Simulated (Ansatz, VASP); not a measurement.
# Cross-check of ScIr2 between VASP and Ansatz

Wanted: the spread between two codes on one cell, functional and k mesh.

Main program and level: Ansatz 0.2.0; plane waves, with VASP 6.6.1 beside it; relaxation of cell and atoms at PBEsol.

### 1. The starting structure

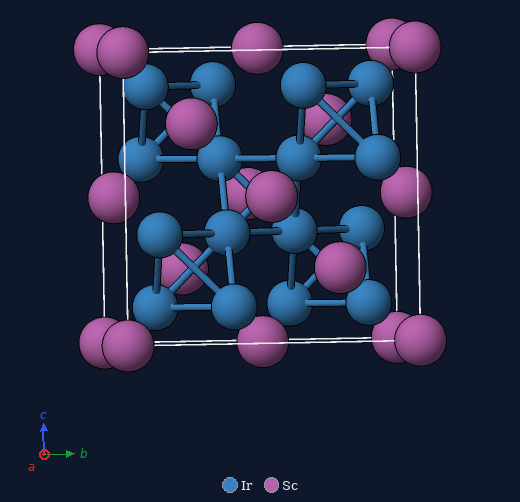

Start, viewed slightly off an axis; iridium blue, scandium purple. This picture shows the conventional cell, with its axes. Some periodic images of atoms are drawn too.

As a file:

```
Ir Sc
1.0
     0.00000    3.67400    3.67400
     3.67400    0.00000    3.67400
     3.67400    3.67400    0.00000
Ir Sc
4 2
Direct
  0.12500 0.62500 0.12500
  0.12500 0.12500 0.62500
  0.62500 0.12500 0.12500
  0.12500 0.12500 0.12500
  0.75000 0.75000 0.75000
  0.50000 0.50000 0.50000
```

### 2. VASP: relaxation of cell and atoms, PBEsol

The relaxed volume is the usual yardstick between codes: its relative difference is about their pressure difference at one cell divided by the bulk modulus.

Lines of VASP's logs that name or quote its potential files are left out, and so is its time.

Contents of INCAR:

```
SYSTEM = ScIr2
PREC = Accurate
ENCUT = 350
EDIFF = 1E-06
NELM = 120
ISMEAR = 0
SIGMA = 0.1
LREAL = .FALSE.
ALGO = Normal
GGA = PS
NBANDS = 35
LORBIT = 11
LWAVE = .FALSE.
LCHARG = .FALSE.
KPAR = 3
IBRION = 2
NSW = 40
ISIF = 3
EDIFFG = -0.02
POTIM = 0.4
```

Contents of POSCAR:

```
ScIr2
1.0
    0.0000000000      3.6740000000      3.6740000000
    3.6740000000      0.0000000000      3.6740000000
    3.6740000000      3.6740000000      0.0000000000
Ir Sc
4 2
Direct
    0.1250000000      0.6250000000      0.1250000000
    0.1250000000      0.1250000000      0.6250000000
    0.6250000000      0.1250000000      0.1250000000
    0.1250000000      0.1250000000      0.1250000000
    0.7500000000      0.7500000000      0.7500000000
    0.5000000000      0.5000000000      0.5000000000
```

Contents of KPOINTS:

```
Automatic mesh
0
Gamma
5 5 5
0 0 0
```

The projector-augmented-wave data sets are Ir and Sc_sv (PBE family, release 64).

Run with:

```console
mpirun -np 3 vasp_std
```

Numbers of over 12 decimals in the logs are rounded to 6 here.

Output:

```text
[banner, memory and clock lines left out]
running    3 mpi-ranks, on    1 nodes
 distrk:  each k-point on    1 cores,    3 groups
 distr:  one band on    1 cores,    1 groups

 POSCAR found type information on POSCAR IrSc
 POSCAR found :  2 types and       6 ions
|                                                                             |
|               ----> ADVICE to this user running VASP <----                  |
|                                                                             |
|     You enforced a specific xc type in the INCAR file but a different       |
|     [... a line on the potential file left out ...]
|     I HOPE YOU KNOW WHAT YOU ARE DOING!                                     |
|                                                                             |

 LDA part: xc-table for (Slater+PW92), standard interpolation
 POSCAR, INCAR and KPOINTS ok, starting setup
 FFT: planning ... GRIDC
 FFT: planning ... GRID_SOFT
 FFT: planning ... GRID
 WAVECAR not read
 entering main loop
       N       E                     dE             d eps       ncg     rms          rms(c)
DAV:   1     0.665680590940E+03    0.66568E+03   -0.21078E+04   732   0.129E+03
DAV:   2     0.177311749630E+02   -0.64795E+03   -0.63846E+03   708   0.539E+02
DAV:   3    -0.551658238910E+02   -0.72897E+02   -0.70094E+02  1160   0.164E+02
DAV:   4    -0.610517565488E+02   -0.58859E+01   -0.56741E+01  1152   0.521E+01
DAV:   5    -0.612513090987E+02   -0.19955E+00   -0.19404E+00  1096   0.813E+00    0.290E+01
DAV:   6    -0.576207852137E+02    0.36305E+01   -0.67305E+00  1069   0.250E+01    0.116E+01
DAV:   7    -0.569447011569E+02    0.67608E+00   -0.29181E+00   992   0.139E+01    0.191E+00
DAV:   8    -0.569014372768E+02    0.43264E-01   -0.46623E-01  1160   0.552E+00    0.142E+00
DAV:   9    -0.568797011564E+02    0.21736E-01   -0.11962E-01  1128   0.343E+00    0.555E-01
DAV:  10    -0.568759749195E+02    0.37262E-02   -0.25638E-02  1224   0.131E+00    0.103E-01
DAV:  11    -0.568757922227E+02    0.18270E-03   -0.10814E-03  1176   0.296E-01    0.431E-02
DAV:  12    -0.568758029813E+02   -0.10759E-04   -0.12375E-04  1104   0.590E-02    0.144E-02
DAV:  13    -0.568758021972E+02    0.78410E-06   -0.15626E-05  1072   0.356E-02    0.730E-03
DAV:  14    -0.568758013177E+02    0.87958E-06   -0.50019E-07   488   0.860E-03
   1 F= -.56875801E+02 E0= -.56866785E+02  d E =-.568758E+02
 curvature:   0.00 expect dE= 0.000E+00 dE for cont linesearch  0.000E+00
 trial: gam= 0.00000 g(F)=  0.291E-47 g(S)=  0.281E-01 ort = 0.000E+00 (trialstep = 0.100E+01)
 search vector abs. value=  0.281E-01
 bond charge predicted
       N       E                     dE             d eps       ncg     rms          rms(c)
DAV:   1    -0.570877040228E+02   -0.21190E+00   -0.73170E+00   714   0.273E+01    0.427E+00
DAV:   2    -0.569184907158E+02    0.16921E+00   -0.76446E-01   953   0.912E+00    0.161E+00
DAV:   3    -0.568775241448E+02    0.40967E-01   -0.22886E-01  1076   0.472E+00    0.694E-01
DAV:   4    -0.568637512104E+02    0.13773E-01   -0.64420E-02  1020   0.181E+00    0.311E-01
DAV:   5    -0.568636731197E+02    0.78091E-04   -0.44212E-03  1136   0.664E-01    0.151E-01
DAV:   6    -0.568637151550E+02   -0.42035E-04   -0.38812E-04   932   0.111E-01    0.210E-02
DAV:   7    -0.568637141758E+02    0.97926E-06   -0.39750E-05  1088   0.480E-02    0.130E-02
DAV:   8    -0.568637137548E+02    0.42096E-06   -0.19173E-06   597   0.108E-02
   2 F= -.56863714E+02 E0= -.56854796E+02  d E =0.120876E-01
 trial-energy change:    0.012088  1 .order    0.012690   -0.028051    0.053432
 step:   0.3544(harm=  0.3443)  dis= 0.00000  next Energy=   -56.880799 (dE=-0.500E-02)
 bond charge predicted
       N       E                     dE             d eps       ncg     rms          rms(c)
DAV:   1    -0.569739256287E+02   -0.11021E+00   -0.30599E+00   708   0.177E+01    0.243E+00
DAV:   2    -0.569053279738E+02    0.68598E-01   -0.33138E-01   955   0.603E+00    0.121E+00
DAV:   3    -0.568877265289E+02    0.17601E-01   -0.11729E-01  1078   0.325E+00    0.529E-01
DAV:   4    -0.568808332265E+02    0.68933E-02   -0.32433E-02   966   0.129E+00    0.211E-01
DAV:   5    -0.568808813301E+02   -0.48104E-04   -0.26773E-03  1026   0.496E-01    0.952E-02
DAV:   6    -0.568808751625E+02    0.61675E-05   -0.21625E-04  1120   0.105E-01    0.211E-02
DAV:   7    -0.568808765728E+02   -0.14102E-05   -0.10882E-05  1016   0.273E-02    0.955E-03
DAV:   8    -0.568808767750E+02   -0.20229E-06   -0.67994E-07   474   0.769E-03
   3 F= -.56880877E+02 E0= -.56871892E+02  d E =-.507546E-02
 curvature:  -0.17 expect dE=-0.145E-06 dE for cont linesearch -0.145E-06
 trial: gam=-0.00546 g(F)=  0.522E-47 g(S)=  0.845E-06 ort = 0.154E-03 (trialstep = 0.871E+00)
 search vector abs. value=  0.125E-09
 reached required accuracy - stopping structural energy minimisation
```

OUTCAR, selected parts (step 2):

```text
ion  position               nearest neighbor table
   1  0.125  0.625  0.125-   4 2.60   2 2.60   2 2.60   3 2.60   4 2.60   3 2.60   6 3.05   5 3.05
                             5 3.05   6 3.05   5 3.05   6 3.05
   2  0.125  0.125  0.625-   4 2.60   1 2.60   3 2.60   4 2.60   1 2.60   3 2.60   5 3.05   5 3.05
                             6 3.05   6 3.05   5 3.05   6 3.05
   3  0.625  0.125  0.125-   4 2.60   2 2.60   1 2.60   1 2.60   2 2.60   4 2.60   6 3.05   5 3.05
                             6 3.05   5 3.05   6 3.05   5 3.05
   4  0.125  0.125  0.125-   1 2.60   2 2.60   3 2.60   2 2.60   1 2.60   3 2.60   5 3.05   6 3.05
                             5 3.05   6 3.05   5 3.05   6 3.05
   5  0.750  0.750  0.750-   1 3.05   2 3.05   3 3.05   1 3.05   3 3.05   4 3.05   2 3.05   3 3.05
                             4 3.05   1 3.05   2 3.05   4 3.05   6 3.18   6 3.18   6 3.18   6 3.18
   6  0.500  0.500  0.500-   1 3.05   2 3.05   4 3.05   2 3.05   3 3.05   4 3.05   1 3.05   3 3.05
                             4 3.05   1 3.05   2 3.05   3 3.05   5 3.18   5 3.18   5 3.18   5 3.18

  LATTYP: Found a face centered cubic cell.
 ALAT       =     7.3480000000

 Subroutine GETGRP returns: Found 48 space group operations
 (whereof 24 operations were pure point group operations)

The static configuration has the point symmetry T_d .
 The point group associated with its full space group is O_h .

 Found     10 irreducible k-points:

   k-points           NKPTS =     10   k-points in BZ     NKDIM =     10   number of bands    NBANDS=     35

   dimension x,y,z NGX =    32 NGY =   32 NGZ =   32
   dimension x,y,z NGXF=    64 NGYF=   64 NGZF=   64

   ENCUT  =  350.0 eV  25.72 Ry    5.07 a.u.   7.93  7.93  7.93*2*pi/ulx,y,z

   NELECT =      58.0000    total number of electrons

 k-points in reciprocal lattice and weights: Automatic mesh
   0.00000000  0.00000000  0.00000000       0.008
   0.20000000  0.00000000  0.00000000       0.064
   0.40000000  0.00000000  0.00000000       0.064
   0.20000000  0.20000000  0.00000000       0.048
   0.40000000  0.20000000  0.00000000       0.192
  -0.40000000  0.20000000  0.00000000       0.192
  -0.20000000  0.20000000  0.00000000       0.096
   0.40000000  0.40000000  0.00000000       0.048
  -0.40000000  0.40000000  0.00000000       0.096
  -0.40000000  0.40000000  0.20000000       0.192

 average (electrostatic) potential at core
       1 -50.5574       2 -50.5574       3 -50.5574       4 -50.5574       5 -43.3439
       6 -43.3439

 E-fermi :   7.6153

 k-point     1 :       0.0000    0.0000    0.0000
  band No.  band energies     occupation
    ...
     27       7.0580      2.00000
     28       7.0580      2.00000
     29       7.3130      1.99998
     30       7.3130      1.99998
     31       7.3130      1.99998
     32       8.8958      0.00000
     33       9.6790      0.00000
     34       9.6790      0.00000
     35       9.6790      0.00000

 k-point     2 :       0.2000    0.0000    0.0000
  band No.  band energies     occupation
    ...
     25       6.9453      2.00000
     26       6.9453      2.00000
     27       6.9813      2.00000
     28       7.4265      1.99243
     29       7.4265      1.99243
     30       7.9778      0.00000
     31       7.9779      0.00000
     32       8.0110      0.00000
     33       9.3598      0.00000
     34       9.3598      0.00000
    ...

 k-point     3 :       0.4000    0.0000    0.0000
  band No.  band energies     occupation
    ...
     25       6.8453      2.00000
     26       6.8453      2.00000
     27       6.9091      2.00000
     28       7.3511      1.99981
     29       7.3511      1.99981
     30       8.4523      0.00000
     31       8.5243      0.00000
     32       8.5243      0.00000
     33       8.6602      0.00000
     34       8.6602      0.00000
    ...

  Total       -0.0066154     -0.0066154     -0.0066154      0.0000000     -0.0000000      0.0000000
  in kB       -0.1077476     -0.1077476     -0.1077476      0.0000000     -0.0000000      0.0000000
  external PRESSURE =      -0.1077476 kB  Pullay stress =       0.0000000 kB

  energy-cutoff  :      350.00
  volume of cell :       98.37
      direct lattice vectors                 reciprocal lattice vectors
    -0.000000000  3.663901733  3.663901733    -0.136466542  0.136466542  0.136466542
     3.663901733  0.000000000  3.663901733     0.136466542 -0.136466542  0.136466542
     3.663901733  3.663901733  0.000000000     0.136466542  0.136466542 -0.136466542

 POSITION                                       TOTAL-FORCE (eV/Angst)
 -----------------------------------------------------------------------------------
      2.74793      0.91598      2.74793         0.000000      0.000000     -0.000000
      2.74793      2.74793      0.91598         0.000000      0.000000     -0.000000
      0.91598      2.74793      2.74793         0.000000      0.000000     -0.000000
      0.91598      0.91598      0.91598         0.000000      0.000000     -0.000000
      5.49585      5.49585      5.49585        -0.000000     -0.000000     -0.000000
      3.66390      3.66390      3.66390         0.000000      0.000000      0.000000
 -----------------------------------------------------------------------------------
    total drift:                               -0.000000     -0.000000      0.000000

  FREE ENERGIE OF THE ION-ELECTRON SYSTEM (eV)
  ---------------------------------------------------
  free  energy   TOTEN  =       -56.8808767750 eV

  energy  without entropy=      -56.8629074438  energy(sigma->0) =      -56.87189211

 reached required accuracy - stopping structural energy minimisation

 total charge
# of ion       s       p       d       tot
------------------------------------------
    1        0.749   0.694   7.055   8.499
    2        0.749   0.694   7.055   8.499
    3        0.749   0.694   7.055   8.499
    4        0.749   0.694   7.055   8.499
    5        2.202   6.157   1.014   9.373
    6        2.202   6.157   1.014   9.373
--------------------------------------------------
tot          7.400  15.090  30.250  52.741

[... 3 further parts left out ...]
```

[end of part 1 of 2]

[Lines on the potential files, build, host, timing and source positions are cut from VASP's logs without a mark.]

[Logs are printed without paths, hosts, clocks, repeated set-up lines and the standing remarks that a program may print on its own settings, such as how far it seeks lower states.]

[Hosts, paths, dates, database ids (printed as entryN), source tags and the programs' standing remarks are cut or masked in the printed files.]
